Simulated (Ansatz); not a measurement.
BH2ClF2: nudged elastic band

- system: BH2ClF2
- method: RKS PBE0-D4/def2-SVP (Ansatz 0.2.0)

It belongs to a series of runs on one base structure; here: band between the two ends. Figures and captions count atoms from 1; the log counts them from 0 in places.

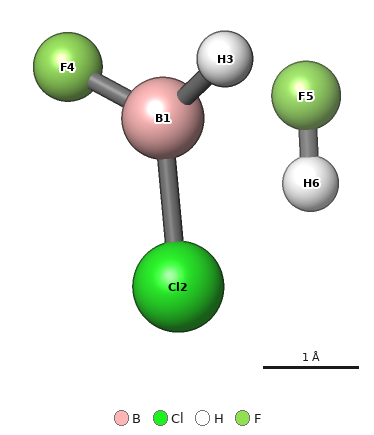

The starting structure (ball-and-stick view, seen at a tilt; atoms are numbered from 1 in the order of the input).

**Input file**
```yaml
crystal:
  periodic: [false, false, false]
  atoms:
    - { symbol: B, position_ang: [-0.000284, 0.198898, 0.112983] }
    - { symbol: Cl, position_ang: [-0.022241, 0.577757, 1.85291] }
    - { symbol: H, position_ang: [1.039053, 0.21388, -0.485152] }
    - { symbol: F, position_ang: [-1.153627, 0.144122, -0.50641] }
    - { symbol: F, position_ang: [0.103222, -2.030088, 0.56766] }
    - { symbol: H, position_ang: [0.041578, -1.833768, 1.473709] }
basis:
  gaussian: { orbitals: def2-SVP }
hamiltonian:
  xc: pbe0
  dispersion: d4
neb:
  order_check: false
  images: 5
  f_tol: 0.03
  max_iterations: 60
  final_atoms:
    - { symbol: B, position_ang: [0.02524605, -0.35341732, -0.46750504] }
    - { symbol: Cl, position_ang: [0.01655151, 0.03700864, 2.58406893] }
    - { symbol: H, position_ang: [1.03111739, 0.27992297, -0.63316019] }
    - { symbol: F, position_ang: [-1.15743562, 0.16187283, -0.70778166] }
    - { symbol: F, position_ang: [0.07476784, -1.62525434, -0.11118329] }
    - { symbol: H, position_ang: [0.01745383, -1.22933179, 2.35126125] }
  initial_path:
    images:
      - { positions_ang: [[-0.000284, 0.198898, 0.112983], [-0.022241, 0.577757, 1.85291], [1.039053, 0.21388, -0.485152], [-1.153627, 0.144122, -0.50641], [0.103222, -2.030088, 0.56766], [0.041578, -1.833768, 1.473709]] }
      - { positions_ang: [[-0.00108436, 0.13588532, 0.07836083], [-0.01517806, 0.37385763, 1.97483393], [1.03515589, 0.15155625, -0.51890927], [-1.15117054, 0.10178477, -0.5542815], [0.09321617, -1.86522428, 0.5415489], [0.04676189, -1.62705868, 1.4941471]] }
      - { positions_ang: [[-0.00188472, 0.07287264, 0.04373867], [-0.00811512, 0.16995826, 2.09675787], [1.03125879, 0.08923249, -0.55266654], [-1.14871409, 0.05944753, -0.602153], [0.08321035, -1.70036057, 0.51543781], [0.05194579, -1.42034937, 1.51458521]] }
      - { positions_ang: [[-0.00268508, 0.00985996, 0.0091165], [-0.00105218, -0.0339411, 2.2186818], [1.02736168, 0.02690874, -0.58642381], [-1.14625763, 0.0171103, -0.65002451], [0.07320452, -1.53549685, 0.48932671], [0.05712968, -1.21364005, 1.53502331]] }
      - { positions_ang: [[0.0066253, -0.11123247, -0.14975735], [0.00481572, -0.01029119, 2.34047751], [1.02861359, 0.11124682, -0.6020026], [-1.14998362, 0.06536448, -0.66927689], [0.07372563, -1.56541601, 0.28915671], [0.0439044, -1.21887063, 1.80710262]] }
      - { positions_ang: [[0.01593567, -0.23232489, -0.30863119], [0.01068361, 0.01335873, 2.46227322], [1.02986549, 0.1955849, -0.6175814], [-1.15370962, 0.11361866, -0.68852927], [0.07424673, -1.59533518, 0.08898671], [0.03067911, -1.22410121, 2.07918193]] }
      - { positions_ang: [[0.02524605, -0.35341732, -0.46750504], [0.01655151, 0.03700864, 2.58406893], [1.03111739, 0.27992297, -0.63316019], [-1.15743562, 0.16187283, -0.70778166], [0.07476784, -1.62525434, -0.11118329], [0.01745383, -1.22933179, 2.35126125]] }
```

Run as:
```bash
ansatz run input.yaml --threads 2 --pin off --max-ram 3072MiB --backend cpu --events-out ev --progress --plain --runs-dir out
```

**What the program printed**
```
Engine: ansatz 0.2.0, aarch64-unknown-linux-gnu
Functional definition: PBE0
  parameter a = 0.25
  parameter kappa = 0.804
  parameter beta = 0.06672455060314922
  exchange = (1 - a)*pbe_x(kappa = kappa, mu = beta*pi^2/3) + a*exact_x
  correlation = pbe_c(beta = beta)
726 factors; integrals over basis functions are off by at most 3.4e-4 eV
mean field evaluation 1: about -18647.0109 eV, gradient 3.3e1 eV
mean field evaluation 2: about -18645.7318 eV, gradient 4.6e1 eV
mean field evaluation 4: about -18648.7385 eV, gradient 1.3e0 eV
mean field evaluation 8: about -18648.7837 eV, gradient 4.8e-2 eV
mean field -18648.78374444 eV, -685.3301620085 hartree, gradient 5.0e-5 eV, S^2 0.000000; 0 other end points of the search recorded, 0 dependent functions left out
the calculation of the forces begins
reference -18648.78376327 eV, -685.3301627004 hartree; 21, 21 occupied and 49, 49 virtual orbitals, 726 factors
730 factors; integrals over basis functions are off by at most 8.4e-4 eV
mean field evaluation 16: about -18647.0668 eV, gradient 4.0e1 eV
mean field -18649.43396146 eV, -685.3540570432 hartree, gradient 1.5e-5 eV, S^2 0.000000; 0 other end points of the search recorded, 0 dependent functions left out
[... from here on the field's lines of each further geometry are left out, up to the last ...]
NEB iter   1: max|band force component| = 4.895e0 eV/Å  barrier→ = 1.6541 eV  barrier← = 2.2984 eV  Δτ_max = 0.1984 Å  (171 SCF iters)
NEB iter   2: max|band force component| = 2.213e0 eV/Å  barrier→ = 0.5012 eV  barrier← = 1.1456 eV  Δτ_max = 0.1906 Å  (171 SCF iters)
NEB iter   3: max|band force component| = 2.550e0 eV/Å  barrier→ = 0.3894 eV  barrier← = 1.0338 eV  Δτ_max = 0.0999 Å  (144 SCF iters)
NEB iter   4: max|band force component| = 1.678e0 eV/Å  barrier→ = 0.4132 eV  barrier← = 1.0575 eV  Δτ_max = 0.1033 Å  (144 SCF iters)
NEB iter   5: max|band force component| = 9.090e-1 eV/Å  barrier→ = 0.3350 eV  barrier← = 0.9794 eV  Δτ_max = 0.0719 Å  (145 SCF iters)
NEB iter   6: max|band force component| = 9.741e-1 eV/Å  barrier→ = 0.3133 eV  barrier← = 0.9577 eV  Δτ_max = 0.0342 Å  (147 SCF iters)
NEB iter   7: max|band force component| = 3.935e-1 eV/Å  barrier→ = 0.3009 eV  barrier← = 0.9453 eV  CI = image 2  Δτ_max = 0.0360 Å  (149 SCF iters)
NEB iter   8: max|band force component| = 3.753e-1 eV/Å  barrier→ = 0.3401 eV  barrier← = 0.9845 eV  CI = image 2  Δτ_max = 0.0449 Å  (149 SCF iters)
NEB iter   9: max|band force component| = 1.653e-1 eV/Å  barrier→ = 0.3628 eV  barrier← = 1.0071 eV  CI = image 2  Δτ_max = 0.0150 Å  (149 SCF iters)
NEB iter  10: max|band force component| = 6.143e-2 eV/Å  barrier→ = 0.3624 eV  barrier← = 1.0068 eV  CI = image 2  Δτ_max = 0.0717 Å  (138 SCF iters)
NEB iter  11: max|band force component| = 9.881e-1 eV/Å  barrier→ = 0.3622 eV  barrier← = 1.0066 eV  CI = image 2  Δτ_max = 0.0358 Å  (117 SCF iters)
NEB iter  12: max|band force component| = 4.231e-1 eV/Å  barrier→ = 0.3621 eV  barrier← = 1.0065 eV  CI = image 2  Δτ_max = 0.0355 Å  (117 SCF iters)
NEB iter  13: max|band force component| = 8.931e-1 eV/Å  barrier→ = 0.3621 eV  barrier← = 1.0065 eV  CI = image 2  Δτ_max = 0.0131 Å  (113 SCF iters)
NEB iter  14: max|band force component| = 3.312e-1 eV/Å  barrier→ = 0.3621 eV  barrier← = 1.0065 eV  CI = image 2  Δτ_max = 0.0360 Å  (103 SCF iters)
NEB iter  15: max|band force component| = 1.195e-1 eV/Å  barrier→ = 0.3621 eV  barrier← = 1.0065 eV  CI = image 2  Δτ_max = 0.0324 Å  (110 SCF iters)
NEB iter  16: max|band force component| = 1.039e-1 eV/Å  barrier→ = 0.3621 eV  barrier← = 1.0065 eV  CI = image 2  Δτ_max = 0.0138 Å  (106 SCF iters)
NEB iter  17: max|band force component| = 3.561e-2 eV/Å  barrier→ = 0.3621 eV  barrier← = 1.0065 eV  CI = image 2  Δτ_max = 0.0707 Å  (102 SCF iters)
NEB iter  18: max|band force component| = 2.640e0 eV/Å  barrier→ = 0.3621 eV  barrier← = 1.0065 eV  CI = image 2  Δτ_max = 0.0356 Å  (105 SCF iters)
NEB iter  19: max|band force component| = 8.347e-1 eV/Å  barrier→ = 0.3621 eV  barrier← = 1.0065 eV  CI = image 2  Δτ_max = 0.0728 Å  (99 SCF iters)
NEB iter  20: max|band force component| = 1.006e0 eV/Å  barrier→ = 0.3621 eV  barrier← = 1.0065 eV  CI = image 2  Δτ_max = 0.0315 Å  (101 SCF iters)
NEB iter  21: max|band force component| = 3.284e-1 eV/Å  barrier→ = 0.3621 eV  barrier← = 1.0065 eV  CI = image 2  Δτ_max = 0.0704 Å  (99 SCF iters)
NEB iter  22: max|band force component| = 9.149e-1 eV/Å  barrier→ = 0.3621 eV  barrier← = 1.0065 eV  CI = image 2  Δτ_max = 0.0359 Å  (117 SCF iters)
NEB iter  23: max|band force component| = 1.815e-1 eV/Å  barrier→ = 0.3621 eV  barrier← = 1.0065 eV  CI = image 2  Δτ_max = 0.0352 Å  (108 SCF iters)
NEB iter  24: max|band force component| = 2.313e-1 eV/Å  barrier→ = 0.3621 eV  barrier← = 1.0065 eV  CI = image 2  Δτ_max = 0.0176 Å  (106 SCF iters)
NEB iter  25: max|band force component| = 2.073e-1 eV/Å  barrier→ = 0.3621 eV  barrier← = 1.0065 eV  CI = image 2  Δτ_max = 0.0094 Å  (104 SCF iters)
NEB iter  26: max|band force component| = 3.197e-2 eV/Å  barrier→ = 0.3621 eV  barrier← = 1.0065 eV  CI = image 2  Δτ_max = 0.0057 Å  (99 SCF iters)
the calculation of the forces begins
reference -18649.40802232 eV, -685.3531037976 hartree; 21, 21 occupied and 49, 49 virtual orbitals, 728 factors
727 factors; integrals over basis functions are off by at most 1.2e-3 eV
mean field evaluation 928: about -18648.4191 eV, gradient 6.2e-1 eV
mean field -18648.42003593 eV, -685.3167959672 hartree, gradient 7.6e-5 eV, S^2 0.000000; 1 other end points of the search recorded, 0 dependent functions left out
the calculation of the forces begins
reference -18648.42005451 eV, -685.3167966500 hartree; 21, 21 occupied and 49, 49 virtual orbitals, 727 factors
NEB iter  27: max|band force component| = 2.966e-2 eV/Å  barrier→ = 0.3621 eV  barrier← = 1.0065 eV  CI = image 2  Δτ_max = 0.0000 Å  (215 SCF iters)
```

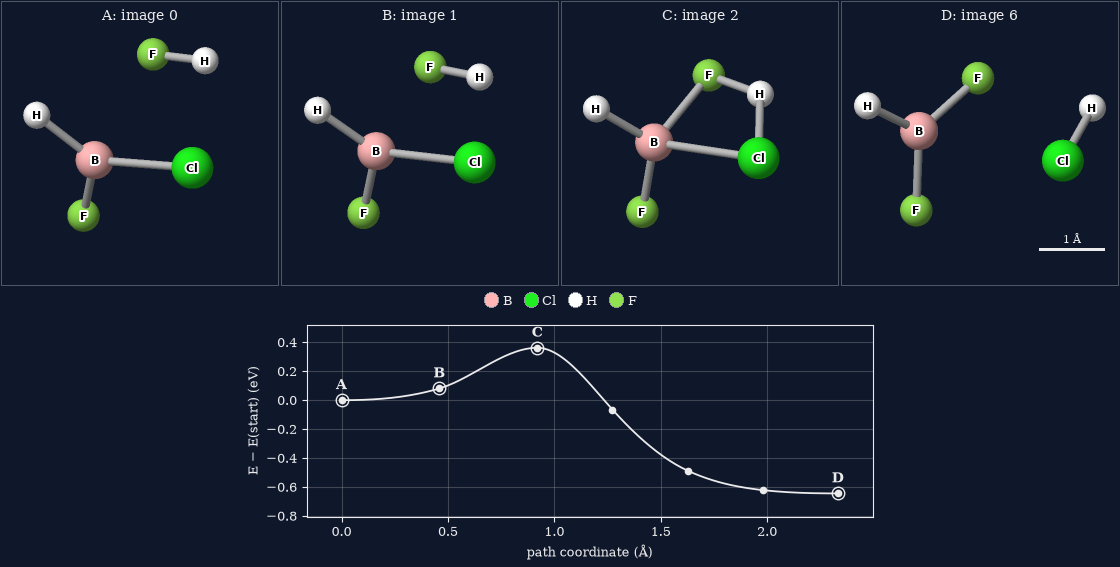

Images of the last band (counted from 0; ball-and-stick, seen at a tilt) above the energy along the path; the line is a cubic interpolation that uses the forces. The highest image is number 2, 0.362 eV above the start and 1.006 eV above the end (the climbing image); the end lies 0.644 eV below the start. The path is 2.33 Å long. The band converged in 27 iterations.

```
Total energy: -18648.49316254 eV, -685.3194833207 hartree
Atom 0 at     0.015408    -0.203075     0.034296 Å, force    -0.000013     0.000017     0.000003 eV/Å
Atom 1 at     0.003963     0.201993     2.026766 Å, force    -0.000003     0.000008    -0.000002 eV/Å
Atom 2 at     1.048434     0.165071    -0.450297 Å, force     0.000001    -0.000002     0.000000 eV/Å
Atom 3 at    -1.157551     0.073046    -0.503656 Å, force     0.000014    -0.000007    -0.000000 eV/Å
Atom 4 at     0.062492    -1.700743     0.420510 Å, force    -0.000006    -0.000006     0.000016 eV/Å
Atom 5 at     0.034954    -1.265492     1.488082 Å, force     0.000006    -0.000011    -0.000017 eV/Å
Dipole moment:     0.140436    -0.164599     0.150136 e Å
this run last wrote the band of iteration 27 to [file]
```

**The last band as extended XYZ (Å, eV, eV/Å)**
```
6
Properties=species:S:1:pos:R:3:forces:R:3 image=0 energy=-18648.85528
B    -0.0003    0.1989    0.1130    0.0135  -0.0007   0.0014
Cl   -0.0222    0.5778    1.8529   -0.0025   0.0032   0.0108
H     1.0391    0.2139   -0.4852   -0.0089  -0.0053  -0.0045
F    -1.1536    0.1441   -0.5064   -0.0038  -0.0003  -0.0080
F     0.1032   -2.0301    0.5677    0.0010   0.0111   0.0046
H     0.0416   -1.8338    1.4737    0.0006  -0.0080  -0.0043
6
Properties=species:S:1:pos:R:3:forces:R:3 image=1 energy=-18648.77419
B     0.0072    0.0027    0.1218   -0.0080   0.2063   0.0879
Cl   -0.0149    0.4038    1.9210   -0.0172   0.1936  -0.1021
H     1.0449    0.1547   -0.4602   -0.0030  -0.0076  -0.0075
F    -1.1543    0.0832   -0.4945    0.0036   0.0162   0.0118
F     0.0822   -1.8220    0.5068    0.0178  -0.1201   0.0802
H     0.0427   -1.5516    1.4209    0.0069  -0.2885  -0.0704
6
Properties=species:S:1:pos:R:3:forces:R:3 image=2 energy=-18648.49314
B     0.0154   -0.2031    0.0343    0.0000   0.0000   0.0000
Cl    0.0040    0.2020    2.0268    0.0000   0.0000   0.0000
H     1.0484    0.1651   -0.4503    0.0000   0.0000   0.0000
F    -1.1576    0.0730   -0.5037    0.0000   0.0000   0.0000
F     0.0625   -1.7007    0.4205    0.0000   0.0000   0.0000
H     0.0350   -1.2655    1.4881    0.0000   0.0000   0.0000
6
Properties=species:S:1:pos:R:3:forces:R:3 image=3 energy=-18648.91998
B     0.0190   -0.3243   -0.0967    0.0177  -0.6035  -0.6452
Cl    0.0173    0.1334    2.1301    0.0256  -0.2898   0.4849
H     1.0475    0.1816   -0.4456   -0.0081   0.0816   0.0202
F    -1.1598    0.0974   -0.5027   -0.0118   0.0579  -0.0273
F     0.0532   -1.6797    0.2586   -0.0098   0.1015  -0.7521
H     0.0304   -1.1376    1.6720   -0.0137   0.6522   0.9195
6
Properties=species:S:1:pos:R:3:forces:R:3 image=4 energy=-18649.34205
B     0.0219   -0.3791   -0.2526    0.0046  -0.1273  -0.3157
Cl    0.0142    0.1052    2.3105    0.0117  -0.0039   0.3403
H     1.0410    0.2157   -0.4596   -0.0114   0.0241  -0.0568
F    -1.1593    0.1157   -0.5374    0.0000   0.0183  -0.0796
F     0.0608   -1.6758    0.0933   -0.0018  -0.0033  -0.2890
H     0.0291   -1.1109    1.8615   -0.0031   0.0920   0.4008
6
Properties=species:S:1:pos:R:3:forces:R:3 image=5 energy=-18649.47664
B     0.0211   -0.3746   -0.3736    0.0289  -0.0042  -0.0525
Cl    0.0131    0.0677    2.4900    0.0022   0.0052   0.0838
H     1.0347    0.2487   -0.5294   -0.0224   0.0021  -0.0406
F    -1.1592    0.1399   -0.6198   -0.0091   0.0165  -0.0472
F     0.0646   -1.6568   -0.0328   -0.0002  -0.0025  -0.0485
H     0.0334   -1.1542    2.0812    0.0005  -0.0171   0.1050
6
Properties=species:S:1:pos:R:3:forces:R:3 image=6 energy=-18649.49963
B     0.0252   -0.3534   -0.4675   -0.0241  -0.0106   0.0112
Cl    0.0166    0.0370    2.5841    0.0010   0.0005   0.0042
H     1.0311    0.2799   -0.6332    0.0085   0.0029  -0.0025
F    -1.1574    0.1619   -0.7078    0.0054   0.0050  -0.0065
F     0.0748   -1.6253   -0.1112    0.0088   0.0008  -0.0042
H     0.0175   -1.2293    2.3513    0.0005   0.0013  -0.0022
```

**Summary**

| quantity | value |
| --- | --- |
| outcome | converged |
| barrier, forward | 0.362 eV |
| barrier, backward | 1.006 eV |
| hardware | 2 threads of Arm Neoverse V2, 24 GiB of memory available, shared host |
| wall time | 2.3 min (CPU time 4.5 min) |
| peak memory | 0.12 GiB |

**Remarks**

The order of the saddle point was not checked.
